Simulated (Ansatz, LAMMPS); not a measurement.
# Ga in place of Ge at several sites of amorphous Ge (61 atoms), part 2 of 3

Aim: make Ga in place of Ge at several sites of amorphous Ge (61 atoms), relax each, and compare their energies.

Ansatz 0.2.0; Kohn-Sham DFT, PBE, PAW (set soft_1), plane waves.

The cell: 61 Ge. The quench rate of 6 K/ps is many orders above laboratory rates. The starting topology of bonds comes from the classical model. The Brillouin zone is sampled at Γ only, in a cell whose shortest periodic width is 11 Å.

So far. Step 2 (Single point at the start): The r.m.s. force at the start is 0.44 eV/Å. Step 3 (Relaxation): The relaxation converged after 14 steps, 2.74 eV below its start, with a largest force component of 0.046 eV/Å.

## (4) Single point at the relaxed geometry

One more single point at the end of the walk gives the fuller output and checks the residual forces.

input.yaml reads:

```yaml
crystal:
  lattice:
    - [11.2075, 0.0, 0.0]
    - [0.0, 11.2075, 0.0]
    - [0.0, 0.0, 11.2075]
  atoms:
    - { symbol: Ge, position: [0.12432, 0.6866, 0.4681] }
    - { symbol: Ge, position: [0.72553, 0.19903, 0.69643] }
    - { symbol: Ge, position: [0.60259, 0.31346, 0.0331] }
    - { symbol: Ge, position: [0.8277, 0.09828, 0.26733] }
    - { symbol: Ge, position: [0.92063, 0.10272, 0.70244] }
    - { symbol: Ge, position: [0.71897, 0.40131, 0.62048] }
    [... 49 atom lines left out ...]
    - { symbol: Ge, position: [0.346, 0.93701, 0.87587] }
    - { symbol: Ge, position: [0.83341, 0.73699, 0.70783] }
    - { symbol: Ge, position: [0.18208, 0.80885, 0.79917] }
    - { symbol: Ge, position: [0.4119, 0.15978, 0.59972] }
    - { symbol: Ge, position: [0.37267, 0.91506, 0.39132] }
    - { symbol: Ge, position: [0.54357, 0.83263, 0.87751] }
kpoints:
  mp_grid: { grid: [1, 1, 1] }
hamiltonian:
  xc: pbe
  pseudopotentials: { kind: paw, azcp: { folder: soft_1 } }
scf:
  occupations: { method: fermi_dirac, width: 0.05 }
output:
  forces: true
  stress: true
  populations: true
  dos:
    method: { smearing: { sigma: 0.15 } }
    de: 0.1
    projected: { site_lists: { Ge: [Ge] } }
  eigenvalues: true
  write_density: true
  write_potential: true
  volumetric_format: npy
```

On the command line:

```sh
$ ansatz run input.yaml --threads 4 --pin off --max-ram 8192MiB --backend cpu --events-out ev --progress --plain --runs-dir out
```

Numbers of over 12 decimals in the logs are rounded to 6 here.

What it wrote:

```text
[...]
Crystal: 61 atoms, lattice volume = 1407.752 Å³
Basis set: ecut = 420 eV, 27609 PW (Γ), exchange–correlation on 150×150×150 points (8 copies of the dense FFT grid, shifted against one another)
Bands: 513, of which v1, the nominal top of the filled ones, is band 427 counted from 1 (426 counted from 0)
Symmetry: 1 space group operations
[...]
k-points: 1
[...]
SCF iter   1: F=—  HF=-261981.893449 eV  |F-HF|=—  |Δ(HF+E_count)|=         —  Δρ=3.24e-2  dr2=1.42e1  ethr=3.10e-3  ⟨swp⟩=6.0  Hψ=1843  notcnv=0
[...]
SCF iter  11: F=-261980.163238 eV  HF=-261980.163238 eV  |F-HF|=5.18e-9  |Δ(HF+E_count)|=   1.73e-7  Δρ=1.46e-6  dr2=5.45e-8  ethr=1.17e-11  ⟨swp⟩=13.0  Hψ=3622  notcnv=0
SCF 1 converged in 11 iterations: F = -261980.163238 eV  dr2 = 5.45e-8
[...]
SCF converged after 11 iterations
Free energy (F): -261980.163238 eV
[...]
Internal energy: -261980.118109 eV  (E = F + TS)
E sigma→0 (E₀):  -261980.140673 eV
Entropy (-TS):   -0.045130 eV (-0.740 meV/atom)
Fermi energy:    8.010242 eV
[...]
--- Forces (eV/Å), atoms counted from 1 ---
  atom   1  Ge    -0.00707540     0.00418352     0.01184729
  atom   2  Ge    -0.01715749    -0.00352677    -0.00413642
  atom   3  Ge    -0.00106685    -0.01434119    -0.00943039
  atom   4  Ge    -0.01792033    -0.01149619     0.00705829
  atom   5  Ge    -0.00833000     0.00349878    -0.00484698
  atom   6  Ge     0.02645847     0.01150066     0.02827473
  atom   7  Ge     0.02359559     0.00265012     0.03110682
  atom   8  Ge    -0.00861999     0.00986005    -0.00893364
  atom   9  Ge    -0.01567147     0.01209449     0.00019719
  atom  10  Ge     0.00493011    -0.00285338     0.01047949
  atom  11  Ge     0.00342482     0.00752434     0.00338109
  atom  12  Ge    -0.00217361    -0.00302204    -0.00083218
  atom  13  Ge    -0.00145478     0.00585279     0.02492392
  atom  14  Ge    -0.00335727     0.00344720    -0.00400713
[...]
atom  60  Ge     0.00068067     0.00081364     0.00862644
  atom  61  Ge    -0.00038099    -0.02056148    -0.00718945
  max |Σ_I F_I| component: 1.42e-5 eV/Å
--- Stress (GPa, compression-positive) ---
        3.149672       0.603897       1.646209
        0.603897       4.144858       0.651076
        1.646209       0.651076       2.774057
  P = ⅓ Tr σ = 3.3562 GPa (33.562 kbar)
--- Band table (eV) ---
[...]
--- Löwdin populations: 61 sites ---
  site symbol       q [e]
     0     Ge     14.0201
     1     Ge     13.9563
     2     Ge     13.9677
[...]
60     Ge     13.9753
  spilling = 0.002149 (of n_electrons = 854.000000)
```

Elapsed: 20 s, on 4 threads of AMD EPYC 9R14 (Zen 4), shared host; peak memory 2.2 GiB; 75 s of CPU time.

Read from the output:

* free energy: -261980.1632 eV
* free energy per atom: -4294.7568 eV/atom
* SCF cycles: 11
* pressure: 3.356 GPa
* r.m.s. force component: 0.01141 eV/Å
* longest force: 0.05642 eV/Å
* Fermi energy: 8.01 eV
* spacing of highest filled and lowest empty level: 0.2975 eV
* levels partly filled by over 2 per cent: 2
* spilling of the projection: 0.002149

The mean of these charges, 0.030 e, is only the charge that the projection spills.

Löwdin charges by element and coordination (they lack the spilled electrons, 0.030 e an atom on average):

```csv
element,coordination,atoms,mean charge (e),spread,least,most
Ge,all,61,0.0301,0.0218,-0.0231,0.102
Ge,4,57,0.0294,0.0202,-0.0231,0.0793
Ge,5,4,0.0402,0.0363,0.0067,0.102
```

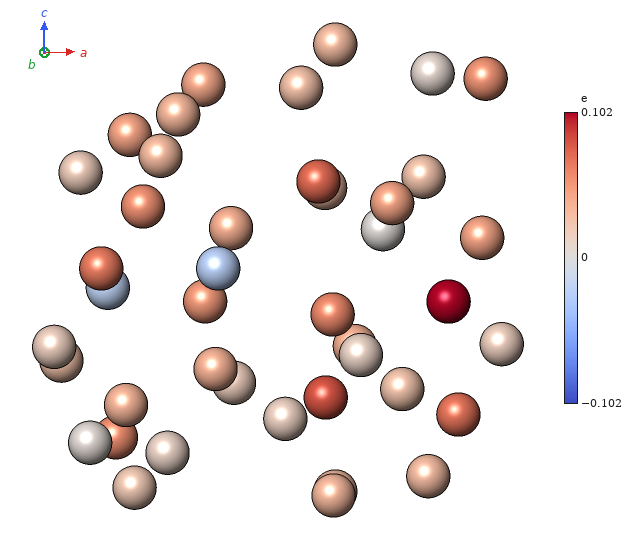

Atoms coloured by Löwdin charge. Drawn is a slice 7 Å thick, seen along the normal of the ac plane.

Density of states as counts of states in windows of 1 eV (from the Fermi level), total and the larger projections:

```csv
from (eV),to (eV),total,Ge p,Ge s
-18,-13,0.0,0.0,0.0
-13,-12,2.0,0.0,2.0
-12,-11,12.9,2.8,9.9
-11,-10,22.8,5.8,16.8
-10,-9,14.7,4.0,10.6
-9,-8,15.2,4.5,10.6
-8,-7,20.4,7.3,13.0
-7,-6,14.3,6.2,7.9
-6,-5,11.5,6.1,5.2
-5,-4,13.4,9.5,3.7
-4,-3,28.1,26.1,1.8
-3,-2,27.6,25.3,2.0
-2,-1,39.8,37.1,2.2
-1,0,21.7,19.7,1.7
0,1,16.0,10.8,4.4
1,2,24.4,16.9,5.7
2,3,35.6,25.9,5.8
3,4,32.0,23.6,3.8
4,5,39.3,28.2,3.7
```

Between -26 and -18 eV lie 610 more states.

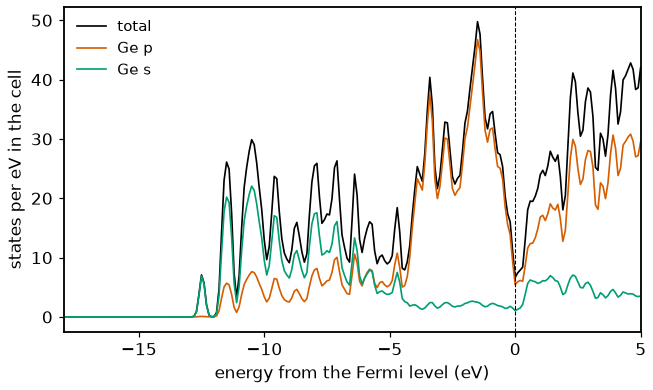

Total and projected density of states, with the broadening of the input.

The levels nearest the highest filled one (over half full), pooled over k-points and spins:

```csv
level less the highest filled one (eV),occupation
-0.443,2
-0.394,2
-0.326,2
-0.224,2.00
-0.0791,1.98
0,1.91
0.297,0.107
0.555,0.001
0.685,0
0.738,0
0.889,0
0.951,0
```

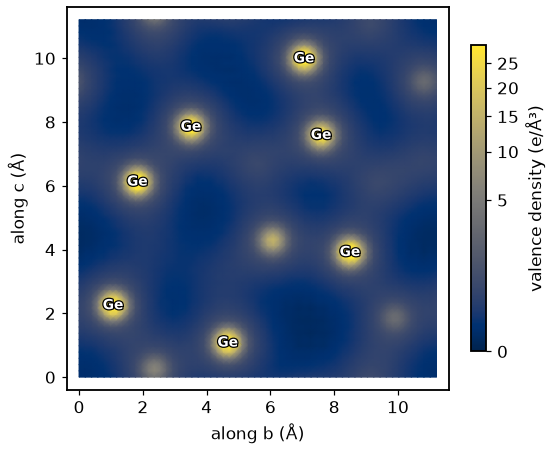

Valence density in the bc plane at fractional x = 0.615, with atoms of Ge within 0.2 Å of it. It is the smooth field of the valence electrons, not physical close to the nuclei. The map starts off the cell's origin, so that atoms lie inside it. The colour scale is stretched toward low values.

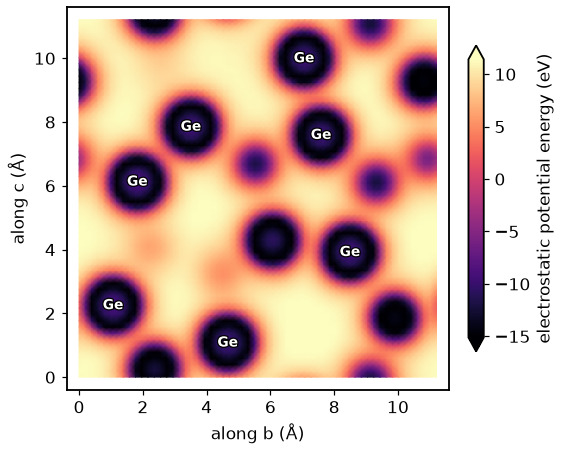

Electrostatic potential energy in the bc plane at fractional x = 0.615, with atoms of Ge within 0.2 Å of it. With pseudopotentials it is smooth inside the atoms' cores, unlike the true potential. The map starts off the cell's origin, so that atoms lie inside it.

The highest filled and lowest empty levels lie 0.297 eV apart (at Γ alone), but 2 levels are partly filled, by over 2 %, under the smearing. Löwdin charges run from -0.02 to +0.10 e, about a mean that is the spilled charge alone. Within 0.4 eV of the Fermi level the largest share is Ge p (83 % of the projected weight).

## (5) Ga on a site of Ge, site Ge21

The site has 4 bonded neighbours (Ge4) at 2.48 Å on average, by cutoffs that count no bonds between two metal atoms or like ions. The change is made in the relaxed cell and the atoms are relaxed again.

input.yaml, the sections that differ from step 4:

```yaml
crystal:
  lattice:
    - [11.2075, 0.0, 0.0]
    - [0.0, 11.2075, 0.0]
    - [0.0, 0.0, 11.2075]
  atoms:
    [... atom lines 1 to 17 left out ...]
    - { symbol: Ge, position: [0.84952, 0.67959, 0.94359] }
    - { symbol: Ge, position: [0.60773, 0.41643, 0.42907] }
    - { symbol: Ge, position: [0.95428, 0.4832, 0.94853] }
    - { symbol: Ga, position: [0.17731, 0.32296, 0.68142] }
    - { symbol: Ge, position: [0.60725, 0.62998, 0.22451] }
    - { symbol: Ge, position: [0.2531, 0.62005, 0.10387] }
    - { symbol: Ge, position: [0.81694, 0.35188, 0.07152] }
    [... atom lines 25 to 61 left out ...]
output:
  forces: true
  eigenvalues: true
relax:
  f_tol: 0.05
  max_steps: 90
# kpoints, hamiltonian, scf: as in step 4
```

What it wrote:

```text
[...]
Crystal: 61 atoms, lattice volume = 1407.752 Å³
Basis set: ecut = 420 eV, 27609 PW (Γ), exchange–correlation on 150×150×150 points (8 copies of the dense FFT grid, shifted against one another)
Bands: 512, of which v1, the nominal top of the filled ones, is band 427 counted from 1 (426 counted from 0)
Symmetry: 1 space group operations
[...]
k-points: 1
[...]
SCF iter   1: F=—  HF=-261470.240924 eV  |F-HF|=—  |Δ(HF+E_count)|=         —  Δρ=3.28e-2  dr2=1.77e1  ethr=3.10e-3  ⟨swp⟩=6.0  Hψ=1837  notcnv=0
[...]
SCF iter   8: F=-261468.022411 eV  HF=-261468.022449 eV  |F-HF|=3.85e-5  |Δ(HF+E_count)|=   1.70e-5  Δρ=3.90e-5  dr2=5.08e-5  ethr=7.33e-9  ⟨swp⟩=8.0  Hψ=2555  notcnv=0
SCF 1 converged in 8 iterations: F = -261468.022411 eV  dr2 = 5.08e-5
[...]
relax step   1: F+E_penalty+E_count = -261468.02241094 eV  Δ(F+E_penalty+E_count) = +0.000e0 eV  max|allowed force component| = 2.229e-1 eV/Å  Δτ_max = 0.0000 Å  (8 SCF iters, dr2 threshold 6.25e-5 eV, accepted)
[...]
relax step   2: F+E_penalty+E_count = -261468.07621625 eV  Δ(F+E_penalty+E_count) = -5.381e-2 eV  max|allowed force component| = 9.443e-2 eV/Å  Δτ_max = 0.0861 Å  (7 SCF iters, dr2 threshold 3.11e-6 eV, accepted)
[...]
relax step   3: F+E_penalty+E_count = -261468.09037168 eV  Δ(F+E_penalty+E_count) = -1.416e-2 eV  max|allowed force component| = 6.840e-2 eV/Å  Δτ_max = 0.0337 Å  (8 SCF iters, accepted)
relax step   4: F+E_penalty+E_count = -261468.10328974 eV  Δ(F+E_penalty+E_count) = -1.292e-2 eV  max|allowed force component| = 5.469e-2 eV/Å  Δτ_max = 0.0678 Å  (9 SCF iters, accepted)
relax step   5: F+E_penalty+E_count = -261468.11042528 eV  Δ(F+E_penalty+E_count) = -7.136e-3 eV  max|allowed force component| = 5.516e-2 eV/Å  Δτ_max = 0.0546 Å  (9 SCF iters, accepted)
[...]
relax step   6: F+E_penalty+E_count = -261468.11526047 eV  Δ(F+E_penalty+E_count) = -4.835e-3 eV  max|allowed force component| = 4.298e-2 eV/Å  Δτ_max = 0.0561 Å  (9 SCF iters, accepted)
SCF converged after 9 iterations
Free energy (F): -261468.115260 eV
[...]
Internal energy: -261467.998709 eV  (E = F + TS)
E sigma→0 (E₀):  -261468.056985 eV
Entropy (-TS):   -0.116551 eV (-1.911 meV/atom)
Fermi energy:    7.894588 eV
[...]
--- Forces (eV/Å), atoms counted from 1 ---
  atom   1  Ge     0.00931374     0.00513058     0.00877952
  atom   2  Ge    -0.00641703     0.00767225    -0.00501072
  atom   3  Ge    -0.00943449     0.00159574     0.01142751
  atom   4  Ge     0.00792981     0.01412518     0.00635958
  atom   5  Ge    -0.00528891    -0.00375467    -0.00120409
  atom   6  Ge     0.02676064     0.00332822     0.00897144
  atom   7  Ge    -0.00266213     0.00332539     0.00174759
  atom   8  Ge     0.00036461    -0.00570230    -0.00765919
  atom   9  Ge    -0.01116467     0.00366741     0.00685480
  atom  10  Ge    -0.00752735    -0.00381318    -0.01481650
  atom  11  Ge     0.00322843     0.00130930    -0.00263246
  atom  12  Ge    -0.00142273     0.01167980    -0.01023354
  atom  13  Ge     0.00400165     0.00262514    -0.00581710
  atom  14  Ge    -0.01077114    -0.00012946    -0.00092970
[...]
atom  60  Ge    -0.00029146    -0.00669386     0.00979128
  atom  61  Ge    -0.00096204    -0.00354502     0.01004705
  max |Σ_I F_I| component: 1.76e-5 eV/Å
--- Band table (eV) ---
[...]
--- Relaxed structure (6 steps of the walk, 6 accepted, 0 SCFs on fresh bases) ---
  F+E_penalty+E_count = -261468.11526047 eV   max|allowed force component| = 4.298e-2 eV/Å
  atoms:
    - { symbol: Ge, position: [0.123192, 0.687587, 0.467211] }
    - { symbol: Ge, position: [0.724834, 0.197876, 0.692384] }
    - { symbol: Ge, position: [0.605273, 0.314750, 0.028563] }
    - { symbol: Ge, position: [0.827354, 0.100269, 0.269901] }
[...]
- { symbol: Ge, position: [0.544820, 0.833366, 0.879095] }
```

Run time: 80 s. Hardware: 4 threads; peak memory 2.3 GiB; 5 min of CPU time.

The relaxation converged after 6 steps, 0.0928 eV below its start, with a largest force component of 0.043 eV/Å.

The surroundings of the Ga atom, after relaxation, nearest first, numbered as they follow in the input and with coordinates relative to it.

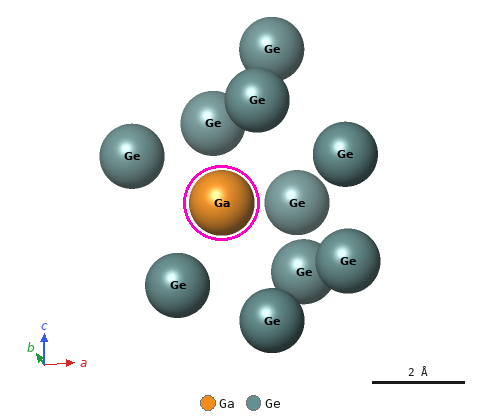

The atoms of the table, within 3.8 Å (arrows a, b, c point along x, y, z); some may hide others; the central atom is ringed.

```csv
atom,x,y,z,distance (Å),bonds
Ga21,0.00,0.00,0.00,0.00,4
Ge35,-1.27,-1.52,-1.42,2.43,4
Ge31,-1.68,1.65,0.72,2.46,4
Ge49,0.70,-0.45,2.39,2.53,4
Ge46,1.88,0.34,-1.72,2.57,5
Ge34,0.38,3.02,1.02,3.21,4
Ge59,2.43,-1.94,-0.94,3.25,4
Ge53,2.35,-2.10,1.50,3.49,4
Ge39,2.17,2.65,-0.75,3.51,4
Ge14,0.50,-3.24,-1.87,3.77,4
Ge13,1.47,1.89,2.91,3.77,4
```

The column of bonds counts only the pairs Ge-Ge within 3.02 Å, Ge-Ga within 2.98 Å; other neighbours, such as metal atoms beside each other in a compound, aren't counted, and periodic images can show an atom twice.

The largest move is 0.26 Å, by Ge19.

## (6) Ga on a site of Ge, site Ge18

The site has 5 bonded neighbours (Ge5) at 2.62 Å on average. 

Input and log are left out; they have the form of those shown for this kind of step.

It took 42 s on 4 threads of AMD EPYC 9R14 (Zen 4), shared host; peak memory 2.3 GiB.

The relaxation converged after 3 steps, 0.0567 eV below its start, with a largest force component of 0.038 eV/Å.

## (7) Ga on a site of Ge, site Ge19

The site has 4 bonded neighbours (Ge4) at 2.66 Å on average. 

Input and log are left out; they have the form of those shown for this kind of step.

It took 2.3 min on 4 threads of AMD EPYC 9R14 (Zen 4), shared host; peak memory 2.3 GiB; 8.8 min of CPU time.

The relaxation converged after 11 steps, 0.241 eV below its start, with a largest force component of 0.012 eV/Å.

[end of part 2 of 3]

[Logs are printed without paths, hosts, clocks, repeated set-up lines and the standing remarks that a program may print on its own settings, such as how far it seeks lower states.]

[Hosts, paths, dates, database ids (printed as entryN), source tags and the programs' standing remarks are cut or masked in the printed files.]
